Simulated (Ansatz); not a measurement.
# CCSDTQ/STO-3G run of H2O3 (trioxidane)

What is the energy change on altering one bond length of H2O3 (trioxidane) at CCSDTQ/STO-3G? 

The calculation is run with Ansatz 0.2.0.

29 further runs of the same task are left out: 1 that didn't finish, 28 set aside as unsound or not needed.

## 1. The structure to begin with

H2O3: 5 atoms, total charge 0, spin state singlet. SMILES: `OOO`. The shape is that of a GFN2-xTB optimisation. This is a higher conformer, about 11 kJ/mol above the lowest found by a separate search.

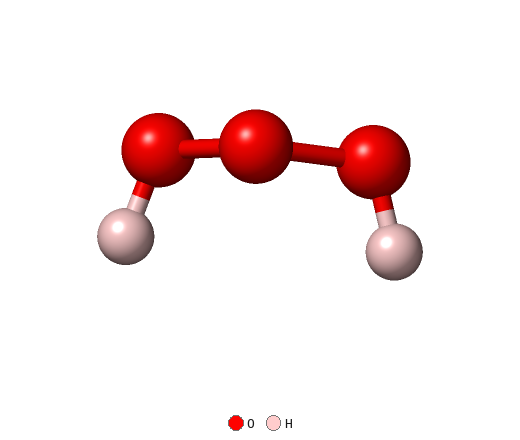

The structure, seen from a chosen angle (oxygen red, hydrogen pink).

## 2. A single-point energy at CCSDTQ/STO-3G

Input file job.yaml:

```yaml
crystal:
  periodic: [false, false, false]
  atoms:
    - {symbol: O, position_ang: [-0.984020, -0.692710, -0.137760]}
    - {symbol: O, position_ang: [-0.127030, -0.049090, 0.747210]}
    - {symbol: O, position_ang: [1.176430, -0.056790, 0.262120]}
    - {symbol: H, position_ang: [-1.378730, -0.001520, -0.695970]}
    - {symbol: H, position_ang: [1.313340, 0.800110, -0.175600]}
basis:
  gaussian: {orbitals: STO-3G}
scf: {omitted_lower_state_checks: [cluster_reference, increment]}
correlation: {method: ccsdtq, frozen_orbitals: {H: 0, O: 1}}
accuracy: high
```

The run is started by

```console
$ ansatz run job.yaml --threads 1 --pin off --max-ram 2610MiB --events-out events.jsonl --progress --plain --runs-dir runs
```

What it wrote (excerpt; [...] marks lines left out):

```text
Warning: RAYON_NUM_THREADS=1 ignored (pool sized by the plan → 1); use --threads N
Functional definition: HF
  name "HF"
[...]
297 factors; integrals over basis functions are off by at most 2.6e-8 eV
[...]
mean field -6056.46083145 eV, -222.5708303392 hartree, gradient 2.6e-8 eV, S^2 0.000000; 0 other end points of the search recorded, 0 dependent functions left out
3 core orbitals not correlated: weight in the atoms' cores, before any rotation towards them, 1.000 or more for the frozen orbitals, at most 0.000 for the correlated occupied ones
reference -6056.46083145 eV, -222.5708303392 hartree; 10, 10 occupied and 4, 4 virtual orbitals, 297 factors
second order -3.11567990 eV of doubles, -0.00000000 eV of singles
cycle   1  -3.81897583 eV  change   -7.0e-1 eV  update   7.1e-2
[...]
cycle  25  -4.28271086 eV  change  -7.9e-10 eV  update   1.3e-9
Total energy: -6060.74354232 eV, -222.7282170606 hartree
Checks for a lower state left out: cluster_reference, increment
```

Run time: 19 s. Hardware: 1 thread of Intel Xeon Platinum 8259CL at 2.50GHz (Skylake/Cascade Lake), shared host; peak memory 0.19 GiB.

## 3. The distorted shape, same level

Input file in.yaml:

```yaml
crystal:
  periodic: [false, false, false]
  atoms:
    - {symbol: O, position_ang: [-0.885354, -0.865488, 0.001777]}
    - {symbol: O, position_ang: [-0.028364, -0.221868, 0.886747]}
    - {symbol: O, position_ang: [1.275096, -0.229568, 0.401657]}
    - {symbol: H, position_ang: [-1.378730, -0.001520, -0.695970]}
    - {symbol: H, position_ang: [1.412006, 0.627332, -0.036063]}
basis:
  gaussian:
    orbitals: STO-3G
correlation:
  method: ccsdtq
  frozen_orbitals: {H: 0, O: 1}
accuracy: high
scf:
  omitted_lower_state_checks: [cluster_reference, increment]
```

The run is started by

```console
$ ansatz run in.yaml --threads 1 --pin off --max-ram 2610MiB --events-out events.jsonl --progress --plain --runs-dir runs
```

What it wrote (excerpt; [...] marks lines left out):

```text
Warning: RAYON_NUM_THREADS=1 ignored (pool sized by the plan → 1); use --threads N
Functional definition: HF
  name "HF"
[...]
296 factors; integrals over basis functions are off by at most 3.6e-8 eV
[...]
mean field -6055.59372115 eV, -222.5389646233 hartree, gradient 5.4e-9 eV, S^2 0.000000; 0 other end points of the search recorded, 0 dependent functions left out
3 core orbitals not correlated: weight in the atoms' cores, before any rotation towards them, 1.000 or more for the frozen orbitals, at most 0.000 for the correlated occupied ones
reference -6055.59372115 eV, -222.5389646233 hartree; 10, 10 occupied and 4, 4 virtual orbitals, 296 factors
second order -3.51297427 eV of doubles, -0.00000000 eV of singles
cycle   1  -4.31634760 eV  change   -8.0e-1 eV  update   8.3e-2
[...]
cycle  27  -4.90598905 eV  change  -5.1e-10 eV  update   1.6e-9
Total energy: -6060.49971020 eV, -222.7192563955 hartree
Checks for a lower state left out: cluster_reference, increment
```

Wall time 21 s (1 thread of Intel Xeon Platinum 8259CL at 2.50GHz (Skylake/Cascade Lake), shared host); peak memory 0.2 GiB.

## 4. What came out

At CCSDTQ/STO-3G, 3 core orbitals frozen:

| quantity | value |
| --- | --- |
| first shape: total energy | -222.72822 Eh |
| first shape: correlation energy (3 core orbitals frozen) | -157.4 mEh |
| first shape: T1 diagnostic | 0.012 |
| distorted shape: total energy | -222.71926 Eh |
| distorted shape: correlation energy (3 core orbitals frozen) | -180.3 mEh |
| distorted shape: T1 diagnostic | 0.014 |
| energy change with the O1–H4 bond stretched from 0.972 to 1.215 Å | 0.244 eV |

What this shows: With the O1–H4 bond stretched from 0.972 to 1.215 Å the energy rises by 0.24 eV (5.6 kcal/mol). The first shape isn't relaxed at this level, so the change isn't measured from a minimum. The minimal basis adds a large error of its own.
